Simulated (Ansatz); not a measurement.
## GaH$_{4}$ClO$_{3}$: geometry relaxation (part 1 of 2)

- system: GaH$_{4}$ClO$_{3}$
- method: RKS PBE-D4/def2-SVP (Ansatz 0.2.0)

The input holds or restrains some coordinates. It belongs to a series of runs on one base structure; here: pulled along the bonds that form and break, towards end B. Figures and captions count atoms from 1; the log counts them from 0 in places.

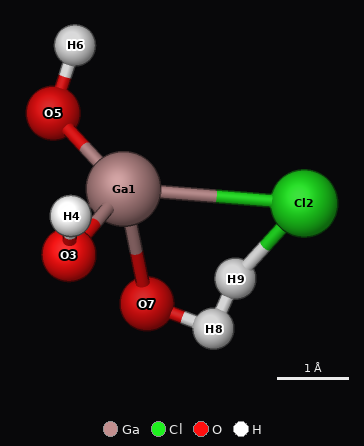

Figure 1. The input geometry (ball-and-stick view, seen at a tilt; atoms are numbered from 1 in the order of the input). Sticks mark near contacts. Bond lengths as drawn: Cl–Ga 2.59 Å, Cl–H 1.61 Å, Ga–O 1.79 to 2.09 Å, H–H 0.77 Å and H–O 1.01 Å.

## Summary

| quantity | value |
| --- | --- |
| outcome | converged under the restraints of the input |
| total energy | −71074.5300 eV |
| mean-field energy | −71074.3531 eV |
| largest force (length of the vector) at the end, held atoms and coordinates included | 0.967 eV/Å |
| hardware | 4 threads of Arm Neoverse V2, 24 GiB of memory available, shared host |
| wall time | 12 s (CPU time 45 s) |
| peak memory | 0.17 GiB |

## The input
```yaml
crystal:
  periodic: [false, false, false]
  atoms:
    - { symbol: Ga, position_ang: [0.0, 0.0, 0.0] }
    - { symbol: Cl, position_ang: [0.0, 0.0, 2.59] }
    - { symbol: O, position_ang: [1.5501, 0.0, -0.895] }
    - { symbol: H, position_ang: [1.85, -0.9519, -1.0499] }
    - { symbol: O, position_ang: [-1.5501, 0.0, -0.895] }
    - { symbol: H, position_ang: [-2.0598, -0.8467, -0.6865] }
    - { symbol: O, position_ang: [0.0937, 1.9812, 0.659] }
    - { symbol: H, position_ang: [0.4923, 2.0094, 1.5866] }
    - { symbol: H, position_ang: [0.0669, 1.4151, 1.8346] }
basis:
  gaussian: { orbitals: def2-SVP }
hamiltonian:
  xc: pbe
  dispersion: d4
relax:
  f_tol: 0.15
  max_steps: 25
  restrain:
    - { distance: [0, 6], at: 1.79, k: 30.0 }
    - { distance: [8, 1], at: 1.37, k: 30.0 }
    - { distance: [0, 1], at: 3.44, k: 30.0 }
    - { distance: [8, 6], at: 2.21, k: 30.0 }
output:
  orbitals: {}
```

Command:
```bash
ansatz run input.yaml --threads 4 --pin off --max-ram 5120MiB --backend cpu --events-out ev --progress --plain --runs-dir out
```

## Log
```
The last accepted step is kept in [file] (removed where the run ends without a failure and the disk answers)
Engine: ansatz 0.2.0, aarch64-unknown-linux-gnu
Functional definition: PBE
  parameter kappa = 0.804
  parameter beta = 0.06672455060314922
  exchange = pbe_x(kappa = kappa, mu = beta*pi^2/3)
  correlation = pbe_c(beta = beta)
1211 factors; their error is unknown
mean field evaluation 1: about -71054.0591 eV, gradient 9.9e1 eV
mean field evaluation 2: about -70899.9126 eV, gradient 2.7e2 eV
mean field evaluation 4: about -71070.2177 eV, gradient 2.4e1 eV
mean field evaluation 8: about -71071.5564 eV, gradient 6.6e-1 eV
mean field evaluation 16: about -71071.5087 eV, gradient 1.2e-3 eV
mean field -71071.50869677 eV, -2611.8297706075 hartree, gradient 4.1e-5 eV, S^2 0.000000; 0 other end points of the search recorded, 0 dependent functions left out
the calculation of the forces begins
reference -71071.50873707 eV, -2611.8297720883 hartree; 38, 38 occupied and 74, 74 virtual orbitals, 1211 factors
relax step   1: F+E_penalty+E_count = -71071.70487750 eV  Δ(F+E_penalty+E_count) = +0.000e0 eV  max|allowed force component| = 5.567e0 eV/Å  E_restraint = 25.30292852 eV  max|allowed force component, restraints' pulls added| = 2.895e1 eV/Å  Δτ_max = 0.0000 Å  (29 SCF iters, accepted)
  distance Ga 0 - O 6 = 2.0900 Å
  distance H 8 - Cl 1 = 1.6055 Å
  distance Ga 0 - Cl 1 = 2.5900 Å
  distance H 8 - O 6 = 1.3051 Å
these checks for a lower state are left out or cut short: starts, cluster_reference, orbital_swaps, neighbouring_geometries, increment
1211 factors; their error is unknown
mean field -71072.37023785 eV, -2611.8614316581 hartree, gradient 1.1e-5 eV, S^2 0.000000; 0 other end points of the search recorded, 0 dependent functions left out
[... from here on the field's lines of each further geometry are left out, up to the last ...]
relax step   2: F+E_penalty+E_count = -71072.56140953 eV  Δ(F+E_penalty+E_count) = -8.565e-1 eV  max|allowed force component| = 3.745e0 eV/Å  E_restraint = 10.39589931 eV  max|allowed force component, restraints' pulls added| = 1.978e1 eV/Å  Δτ_max = 0.1969 Å  (36 SCF iters, accepted)
relax step   3: F+E_penalty+E_count = -71073.03811588 eV  Δ(F+E_penalty+E_count) = -4.767e-1 eV  max|allowed force component| = 4.197e0 eV/Å  E_restraint = 2.88824318 eV  max|allowed force component, restraints' pulls added| = 9.703e0 eV/Å  Δτ_max = 0.1948 Å  (36 SCF iters, accepted)
relax step   4: F+E_penalty+E_count = -71073.76989093 eV  Δ(F+E_penalty+E_count) = -7.318e-1 eV  max|allowed force component| = 1.176e0 eV/Å  E_restraint = 0.12781313 eV  max|allowed force component, restraints' pulls added| = 1.712e0 eV/Å  Δτ_max = 0.1948 Å  (35 SCF iters, accepted)
relax step   5: F+E_penalty+E_count = -71074.05658865 eV  Δ(F+E_penalty+E_count) = -2.867e-1 eV  max|allowed force component| = 1.238e0 eV/Å  E_restraint = 0.01520114 eV  max|allowed force component, restraints' pulls added| = 1.064e0 eV/Å  Δτ_max = 0.1949 Å  (36 SCF iters, accepted)
relax step   6: F+E_penalty+E_count = -71074.25599392 eV  Δ(F+E_penalty+E_count) = -1.994e-1 eV  max|allowed force component| = 1.560e0 eV/Å  E_restraint = 0.00918181 eV  max|allowed force component, restraints' pulls added| = 1.228e0 eV/Å  Δτ_max = 0.1949 Å  (33 SCF iters, accepted)
relax step   7: F+E_penalty+E_count = -71074.36036683 eV  Δ(F+E_penalty+E_count) = -1.044e-1 eV  max|allowed force component| = 9.993e-1 eV/Å  E_restraint = 0.01118812 eV  max|allowed force component, restraints' pulls added| = 7.583e-1 eV/Å  Δτ_max = 0.1998 Å  (32 SCF iters, accepted)
relax step   8: F+E_penalty+E_count = -71074.46062698 eV  Δ(F+E_penalty+E_count) = -1.003e-1 eV  max|allowed force component| = 7.511e-1 eV/Å  E_restraint = 0.01258515 eV  max|allowed force component, restraints' pulls added| = 4.166e-1 eV/Å  Δτ_max = 0.1997 Å  (32 SCF iters, accepted)
relax step   9: F+E_penalty+E_count = -71074.51636503 eV  Δ(F+E_penalty+E_count) = -5.574e-2 eV  max|allowed force component| = 7.968e-1 eV/Å  E_restraint = 0.01227922 eV  max|allowed force component, restraints' pulls added| = 1.610e-1 eV/Å  Δτ_max = 0.2000 Å  (32 SCF iters, accepted)
relax step  10: F+E_penalty+E_count = -71074.52902755 eV  Δ(F+E_penalty+E_count) = -1.266e-2 eV  max|allowed force component| = 7.763e-1 eV/Å  E_restraint = 0.01403982 eV  max|allowed force component, restraints' pulls added| = 4.623e-2 eV/Å  Δτ_max = 0.1428 Å  (29 SCF iters, accepted)
relax step  11: F+E_penalty+E_count = -71074.51836208 eV  Δ(F+E_penalty+E_count) = +1.067e-2 eV  max|allowed force component| = 9.310e-1 eV/Å  E_restraint = 0.00842678 eV  max|allowed force component, restraints' pulls added| = 3.055e-1 eV/Å  Δτ_max = 0.1614 Å  (29 SCF iters, rejected (line search))
the calculation of the forces begins
reference -71074.35313205 eV, -2611.9343016758 hartree; 38, 38 occupied and 74, 74 virtual orbitals, 1211 factors
relax step  12: F+E_penalty+E_count = -71074.52994941 eV  Δ(F+E_penalty+E_count) = -9.219e-4 eV  max|allowed force component| = 8.302e-1 eV/Å  E_restraint = 0.01260421 eV  max|allowed force component, restraints' pulls added| = 1.296e-1 eV/Å  Δτ_max = 0.0756 Å  (26 SCF iters, accepted)
  distance Ga 0 - O 6 = 1.7988 Å
  distance H 8 - Cl 1 = 1.3447 Å
  distance Ga 0 - Cl 1 = 3.4353 Å
  distance H 8 - O 6 = 2.2000 Å
1211 factors; their error is unknown
mean field evaluation 96: about -71074.3531 eV, gradient 5.6e-5 eV
```

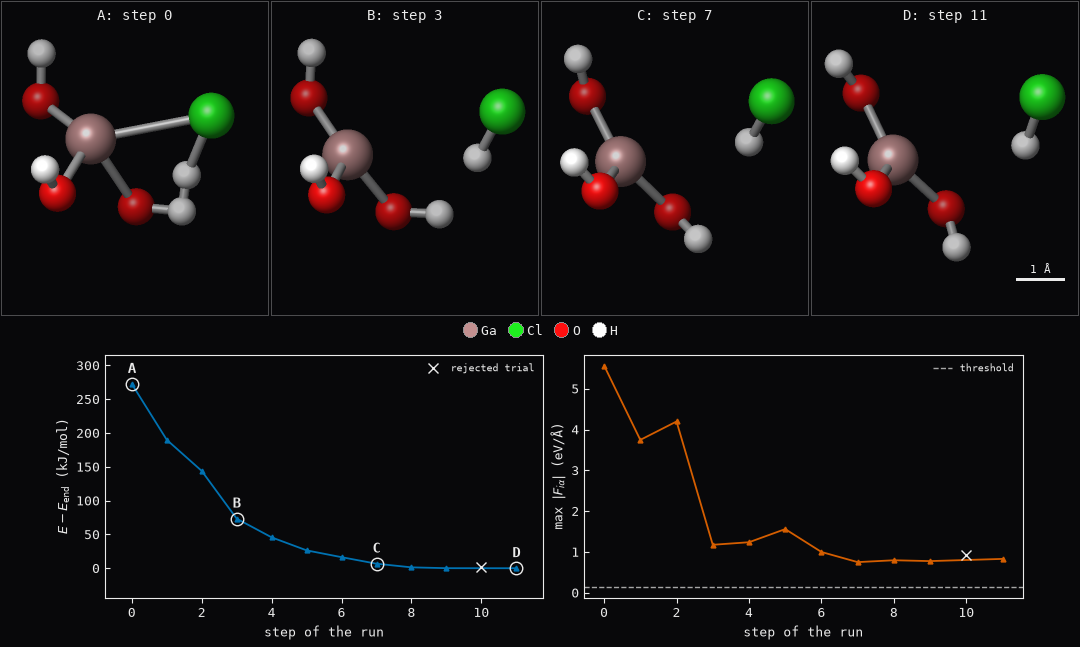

Figure 2. Frames of the restrained relaxation (ball-and-stick view, seen at a tilt) above the curves, on which the letters mark them (the first geometry is step 0 here and step 1 in the log).

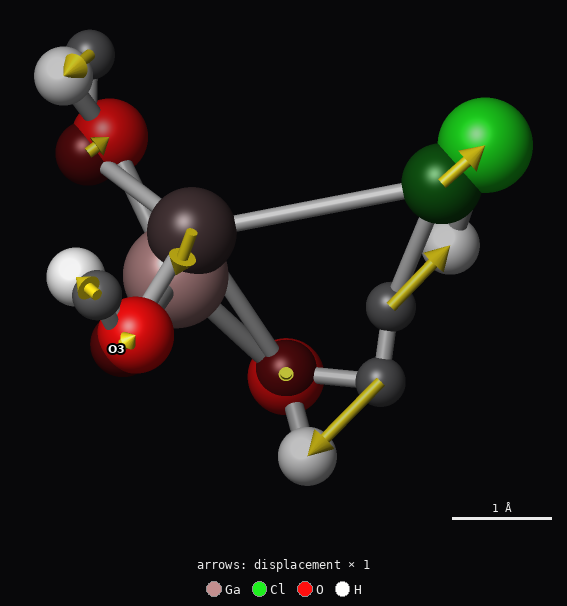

Figure 3. Start (faint) and end (solid) with the displacements as yellow arrows, at true length (ball-and-stick view, seen at a tilt). The two geometries are laid on each other by the best rigid fit. Over 11 geometry steps the energy falls by 272.6 kJ/mol. Largest force component: 5.6 eV/Å at the start, 0.83 eV/Å at the end. The line search rejected the trial step at point 10 (counted from 0) and went back. H8 moves most after the best rigid fit: 1.07 Å. Largest moves by element: H 1.07 Å, Cl 0.59 Å, Ga 0.58 Å, O 0.27 Å. Among the contacts that change: H8–H9 0.772 → 2.593 Å, Ga1–Cl2 2.590 → 3.435 Å, Ga1–O7 2.090 → 1.799 Å, Cl2–H9 1.605 → 1.345 Å. Bonds break: Ga1–Cl2 (2.59 → 3.44 Å), H8–H9 (0.77 → 2.59 Å). Among the angles that change: O3–Ga1–O7 96.8° → 115.8°, O5–Ga1–O7 101.3° → 115.0°, O3–Ga1–O5 120.0° → 129.0°. (Atoms are counted from 1 in the order of the input.)

```
mean field -71074.35309206 eV, -2611.9343002062 hartree, gradient 5.6e-5 eV, S^2 0.000000; 1 other end points of the search recorded, 0 dependent functions left out
the calculation of the forces begins
reference -71074.35313205 eV, -2611.9343016758 hartree; 38, 38 occupied and 74, 74 virtual orbitals, 1211 factors
Total energy: -71074.52998940 eV, -2611.9408010636 hartree
Atom 0 at     0.001831     0.517063    -0.251019 Å, force    -0.031634    -0.253089    -0.008012 eV/Å
Atom 1 at    -0.206773    -0.191062     3.104010 Å, force     0.004926     0.830183    -0.495105 eV/Å
Atom 2 at     1.602368    -0.148505    -0.736309 Å, force    -0.005806    -0.010277    -0.000185 eV/Å
Atom 3 at     1.531743    -0.999954    -1.205420 Å, force     0.003886     0.006093     0.005383 eV/Å
Atom 4 at    -1.637874    -0.087377    -0.649173 Å, force     0.003909    -0.033114    -0.008707 eV/Å
Atom 5 at    -1.627846    -1.006674    -0.973833 Å, force     0.002829     0.034365     0.006155 eV/Å
Atom 6 at     0.040926     2.086282     0.627368 Å, force     0.049145     0.111523     0.366590 eV/Å
Atom 7 at     0.961651     2.408563     0.689774 Å, force    -0.063504    -0.011058    -0.002648 eV/Å
Atom 8 at    -0.222925     1.028765     2.538402 Å, force     0.036249    -0.674625     0.136529 eV/Å
Dipole moment:     0.249741    -0.262523    -0.349408 e Å
```

## Trajectory as extended XYZ (Å, eV, eV/Å), 12 frames, from step=1 to step=12
```
9
Properties=species:S:1:pos:R:3:forces:R:3 step=1 energy=-71071.70488
Ga    0.0000    0.0000    0.0000    0.2414   2.3612   0.8140
Cl    0.0000    0.0000    2.5900    0.0548  -0.6048  -0.2609
O     1.5501    0.0000   -0.8950    0.8070  -2.0424   0.0305
H     1.8500   -0.9519   -1.0499   -0.2702   1.3784   0.0445
O    -1.5501    0.0000   -0.8950   -1.0447  -1.8399   0.5801
H    -2.0598   -0.8467   -0.6865    0.5160   1.2727  -0.4084
O     0.0937    1.9812    0.6590   -0.3913  -0.6334   0.3650
H     0.4923    2.0094    1.5866    4.6483   5.5666  -2.3388
H     0.0669    1.4151    1.8346   -4.5614  -5.4584   1.1739
9
Properties=species:S:1:pos:R:3:forces:R:3 step=2 energy=-71072.56141
Ga    0.0040    0.1003   -0.1437    0.1190   2.6926   1.1727
Cl    0.0030    0.0238    2.7854    0.0540   0.6202  -0.7462
O     1.5808   -0.0094   -0.9121    1.0971  -1.4195  -0.1586
H     1.8497   -0.9505   -1.0506    0.0147   0.5695  -0.1365
O    -1.5787   -0.0080   -0.9114   -1.0986  -1.2529   0.1558
H    -2.0578   -0.8442   -0.6857    0.1667   0.6010  -0.2703
O     0.1030    1.9722    0.5373    0.5145  -0.7754   2.6727
H     0.5039    2.0278    1.5405    0.7334   1.7897  -3.7453
H     0.0352    1.2951    1.9841   -1.6008  -2.8253   1.0556
```
